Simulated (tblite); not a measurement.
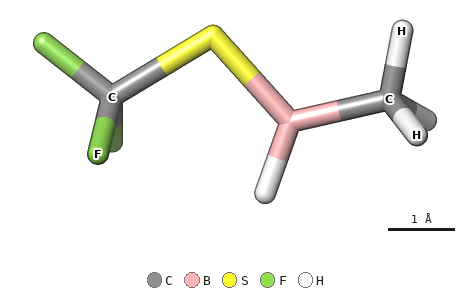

The structure (stick view, seen on its broad side).

Frequency calculation, with input and output: C$_{2}$H$_{4}$BF$_{3}$S

C$_{2}$H$_{4}$BF$_{3}$S, SMILES CBSC(F)(F)F, computed with GFN2-xTB harmonic vibrations, gas phase (tblite 0.8.0).

It belongs to a series of runs on one base structure; here: H on B replaced by SCF3.

Output:
```
mode    cm-1     km/mol
  1      48.8      1.10
  2      78.4      1.00
  3     119.1      0.62
  4     121.0      0.49
  5     268.3      4.11
  6     292.3      0.15
  7     296.5      0.80
  8     441.3     20.90
  9     479.5     11.39
 10     488.4      8.43
 11     629.7     10.96
 12     674.7     38.68
 13     695.9      3.01
 14     828.0    123.27
 15     885.5     26.75
 16    1015.6    347.00
 17    1018.9      9.35
 18    1060.5    309.09
 19    1093.2    258.64
 20    1109.1    198.59
 21    1383.9     43.48
 22    1466.8      2.38
 23    1475.9      6.39
 24    2668.7     62.47
 25    3000.7      9.40
 26    3020.8      6.43
 27    3048.5     17.77
```

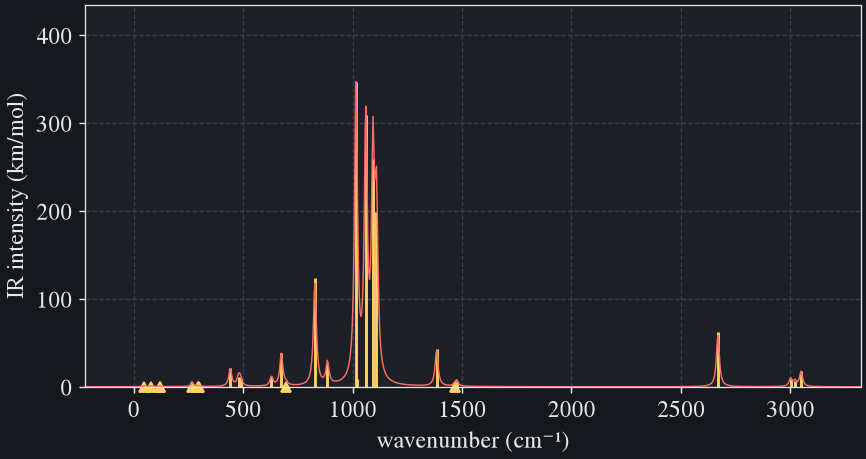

Harmonic infrared spectrum, unscaled: sticks (degenerate modes added up, dark ones marked on the axis) with a Lorentzian envelope of 16 cm⁻¹ full width, scaled to the tallest stick. 27 modes from 49 to 3048 cm⁻¹, none imaginary. The strongest line is at 1016 cm⁻¹ (347 km/mol).

This output came from the following input.

The input:
```
{"job": {"kind": "ir", "xc": "GFN2-xTB", "basis": "xTB"}, "charge": 0, "multiplicity": 1}
C     -1.955496    -0.135530     0.819055
B     -0.606115    -0.206334     0.029035
S      0.775169     0.762816     0.595618
C      2.043061     0.307786    -0.644630
F      3.186962     0.936334    -0.398971
F      2.297469    -1.002647    -0.642686
F      1.668007     0.629594    -1.884789
H     -2.219019    -1.119744     1.206344
H     -2.775428     0.144900     0.158621
H     -1.946477     0.557951     1.655979
H     -0.462711    -0.872456    -0.919540
```

The first line tells a small driver script what to run in tblite; the rest is the geometry in Å.

Launch command:
```bash
OMP_NUM_THREADS=1 python <driver script> task.json out
```

Results in brief:

```csv
quantity,value
outcome,converged
total energy,−680.6596 eV
zero-point energy,39.6130 kcal/mol
hardware,"1 CPU thread, shared host"
peak memory,0.18 GiB
```
